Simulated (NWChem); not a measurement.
# C3H6N (SMILES [NH]C1CC1): levels of theory compared

We compute a comparison of 3 runs (UHF/3-21G, UHF/def2-SVP, UPBE0/def2-SVP) of C3H6N. 

Program for the calculation: NWChem 7.3.0.

### 1 The system as given

C3H6N has 10 atoms, charge 0, and is taken as a doublet. SMILES: `[NH]C1CC1`. The shape is that of a GFN2-xTB optimisation. This is one conformer, not always the lowest.

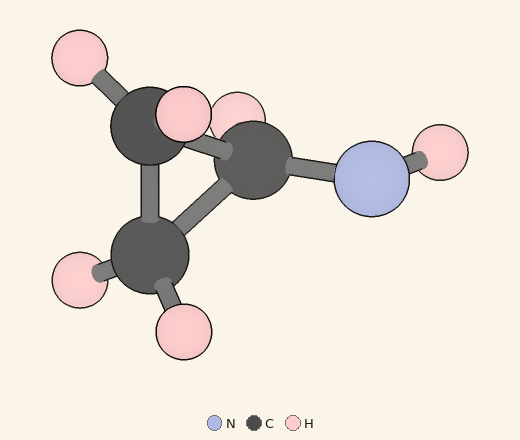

The structure, seen from a chosen angle (nitrogen light blue, carbon dark grey, hydrogen pink).

### 2 Energy and gradient at UHF/3-21G (run 1)

Contents of m1.nw:

```
start m1
title "C3H6N gradient"
memory 2200 mb
geometry noautosym nocenter noautoz
  N    -0.580260    0.677310   -1.414190
  C    -0.556340    0.279480   -0.127340
  C     0.251910   -0.999000    0.193460
  C     0.817330    0.301660    0.584350
  H    -1.451530    1.130620   -1.672020
  H    -1.411360    0.452280    0.533780
  H    -0.173810   -1.644570    0.946270
  H     0.673500   -1.499350   -0.663050
  H     0.801680    0.601290    1.621050
  H     1.628870    0.700270   -0.002310
end
basis "ao basis" spherical bse
  * library 3-21G
end
scf
  doublet
  uhf
  thresh 1e-08
  maxiter 80
  noprint "final vectors analysis"
end
task scf gradient
```

Command:

```sh
$ nwchem m1.nw > m1.out
```

What it wrote:

```text
[...]
  functions       =    48
[...]
  wavefunction    = UHF
[...]
         Total SCF energy =   -170.491461208835
      One electron energy =   -463.085252596237
      Two electron energy =    174.664137008016
 Nuclear repulsion energy =    117.929654379387
                       Sz =      0.5000
                 Sz(Sz+1) =      0.7500
                      S^2 =      0.7716
[...]
                         UHF ENERGY GRADIENTS
    atom               coordinates                        gradient
                 x          y          z           x          y          z
   1 N      -1.096532   1.279930  -2.672432   -0.001325  -0.016376   0.056684
   2 C      -1.051330   0.528141  -0.240638    0.004250   0.017604  -0.065712
   3 C       0.476041  -1.887836   0.365586    0.009550   0.015179   0.005028
   4 C       1.544530   0.570055   1.104261   -0.004158  -0.017429  -0.004753
   5 H      -2.742994   2.136562  -3.159660    0.000824  -0.000603   0.000677
   6 H      -2.667084   0.854685   1.008698   -0.010416   0.002399   0.007107
   7 H      -0.328453  -3.107787   1.788191   -0.003978  -0.003251   0.002610
   8 H       1.272730  -2.833361  -1.252983    0.001895  -0.003401  -0.004028
   9 H       1.514956   1.136273   3.063340   -0.001130   0.003319   0.004602
  10 H       3.078118   1.323318  -0.004365    0.004489   0.002560  -0.002216
[...]
```

Run time: 2.7 s. Hardware: 1 thread of Intel Xeon 6975P-C (Granite Rapids), shared host; peak memory 0.1 GiB.

### 3 Energy and forces at UHF/def2-SVP (run 2)

Contents of c3h6n.nw:

```
start c3h6n
title "C3H6N gradient"
memory 2200 mb
charge 0
geometry units bohr noautosym nocenter noautoz
  N   -1.09653248   1.27993040  -2.67243179
  C   -1.05133023   0.52814066  -0.24063772
  C    0.47604091  -1.88783640   0.36558642
  C    1.54452985   0.57005478   1.10426146
  H   -2.74299416   2.13656215  -3.15965987
  H   -2.66708386   0.85468533   1.00869801
  H   -0.32845330  -3.10778689   1.78819114
  H    1.27273054  -2.83336086  -1.25298291
  H    1.51495564   1.13627342   3.06334053
  H    3.07811819   1.32331851  -0.00436527
end
basis spherical bse
  * library def2-SVP
end
scf
  nopen 1
  uhf
  thresh 1e-08
  maxiter 80
end
task scf gradient
```

Command:

```sh
$ nwchem c3h6n.nw > c3h6n.out
```

What it wrote:

```text
[...]
  functions       =    86
[...]
  wavefunction    = UHF
[...]
         Total SCF energy =   -171.337598955529
      One electron energy =   -464.291455424400
      Two electron energy =    175.024210533141
 Nuclear repulsion energy =    117.929645935729
                       Sz =      0.5000
                 Sz(Sz+1) =      0.7500
                      S^2 =      0.7725
[...]
                         UHF ENERGY GRADIENTS
    atom               coordinates                        gradient
                 x          y          z           x          y          z
   1 N      -1.096532   1.279930  -2.672432    0.003379  -0.015148   0.045839
   2 C      -1.051330   0.528141  -0.240638   -0.013932   0.020695  -0.049760
   3 C       0.476041  -1.887836   0.365586    0.010340  -0.009129   0.003089
   4 C       1.544530   0.570055   1.104261    0.013321  -0.003339   0.004849
   5 H      -2.742994   2.136562  -3.159660   -0.003728   0.003152  -0.005281
   6 H      -2.667084   0.854685   1.008698   -0.002940   0.000118   0.003896
   7 H      -0.328453  -3.107787   1.788191   -0.000806   0.002208  -0.002641
   8 H       1.272731  -2.833361  -1.252983   -0.001392   0.001969   0.002010
   9 H       1.514956   1.136273   3.063341   -0.001530   0.000553  -0.003121
  10 H       3.078118   1.323319  -0.004365   -0.002712  -0.001079   0.001120
[...]
```

Run time: 14 s. Hardware: 1 thread of Intel Xeon 6975P-C (Granite Rapids), shared host; peak memory 0.1 GiB.

### 4 Energy and gradient at UPBE0/def2-SVP (run 3)

Contents of input.nw:

```
start input
title "C3H6N gradient"
memory total 2200 mb

geometry units angstrom noautosym nocenter noautoz
  N    -0.580260    0.677310   -1.414190
  C    -0.556340    0.279480   -0.127340
  C     0.251910   -0.999000    0.193460
  C     0.817330    0.301660    0.584350
  H    -1.451530    1.130620   -1.672020
  H    -1.411360    0.452280    0.533780
  H    -0.173810   -1.644570    0.946270
  H     0.673500   -1.499350   -0.663050
  H     0.801680    0.601290    1.621050
  H     1.628870    0.700270   -0.002310
end

basis spherical bse
  * library def2-SVP
end

dft
  xc pbe0
  mult 2
  grid xfine
  convergence energy 1e-08
  iterations 100
  mulliken
  print medium
end

task dft gradient
```

Command:

```sh
$ nwchem input.nw > input.out
```

What it wrote:

```text
[...]
          Wavefunction type:  spin polarized.
          No. of atoms     :    10
          No. of electrons :    31
[...]
          Charge           :     0
          Spin multiplicity:     2
[...]
          AO basis - number of functions:    86
[...]
              XC Information
              --------------
                         PBE0 Method XC Functional
                     Hartree-Fock (Exact) Exchange  0.250
          PerdewBurkeErnzerhof Exchange Functional  0.750
            Perdew 1991 LDA Correlation Functional  1.000 local
           PerdewBurkeErnz. Correlation Functional  1.000 non-local
[...]
 d= 0,ls=0.0,diis     1   -172.1901203101 -2.90D+02  7.57D-03  9.16D-02     4.9
[...]
 d= 0,ls=0.0,diis    11   -172.2544787541 -8.85D-09  7.39D-07  1.98D-09    55.6
[...]
         Total DFT energy =     -172.254478754107
      One electron energy =     -464.729155802110
           Coulomb energy =      199.746312450555
    Exchange-Corr. energy =      -25.201289781938
 Nuclear repulsion energy =      117.929654379387
[...]
      <S2> =      0.7564 (Exact =     0.7500)
[...]
  wavefunction    = open shell
                         DFT ENERGY GRADIENTS
    atom               coordinates                        gradient
                 x          y          z           x          y          z
   1 N      -1.096532   1.279930  -2.672432   -0.011402  -0.003273   0.027563
   2 C      -1.051330   0.528141  -0.240638   -0.005246   0.008249  -0.020744
   3 C       0.476041  -1.887836   0.365586    0.002539  -0.011052  -0.001364
   4 C       1.544530   0.570055   1.104261    0.009977   0.005136   0.003528
   5 H      -2.742994   2.136562  -3.159660    0.007515  -0.002310  -0.003261
   6 H      -2.667084   0.854685   1.008698    0.002838  -0.000059  -0.003866
   7 H      -0.328453  -3.107787   1.788191    0.003672   0.005666  -0.007378
   8 H       1.272730  -2.833361  -1.252983   -0.003271   0.004089   0.008860
   9 H       1.514956   1.136273   3.063340    0.000253  -0.002219  -0.009725
  10 H       3.078118   1.323318  -0.004365   -0.006875  -0.004226   0.006388
[...]
```

Run time: 64 s. Hardware: 1 thread of Intel Xeon 6975P-C (Granite Rapids), shared host; peak memory 0.15 GiB.

### 5 All runs side by side

| run | level | iteration cap | module | energy (Eh) | dipole moment (D) | ⟨S²⟩ | largest force (eV/Å) | wall time |
| --- | --- | --- | --- | --- | --- | --- | --- | --- |
| 1 | UHF/3-21G | 80 | scf | -170.491461 | 1.81 | 0.772 | 3.505 | 2.7 s |
| 2 | UHF/def2-SVP | 80 | scf | -171.337599 | 1.65 | 0.772 | 2.862 | 14 s |
| 3 | UPBE0/def2-SVP | 100 | dft | -172.254479 | 1.69 | 0.756 | 1.543 | 64 s |

### 6 Summary of results

```
                                 quantity          value
                      run 3: total energy  -172.25448 Eh
                     run 3: dipole moment         1.69 D
run 3: HOMO energy (highest over α and β)       -6.11 eV
 run 3: LUMO energy (lowest over α and β)       -1.59 eV
                              run 3: ⟨S²⟩          0.756
          run 3: largest force on an atom     1.543 eV/Å
```

The dipole moment (its size) runs from 1.65 D (UHF/def2-SVP) to 1.81 D (UHF/3-21G). All runs together took 81 s, the longest 64 s.
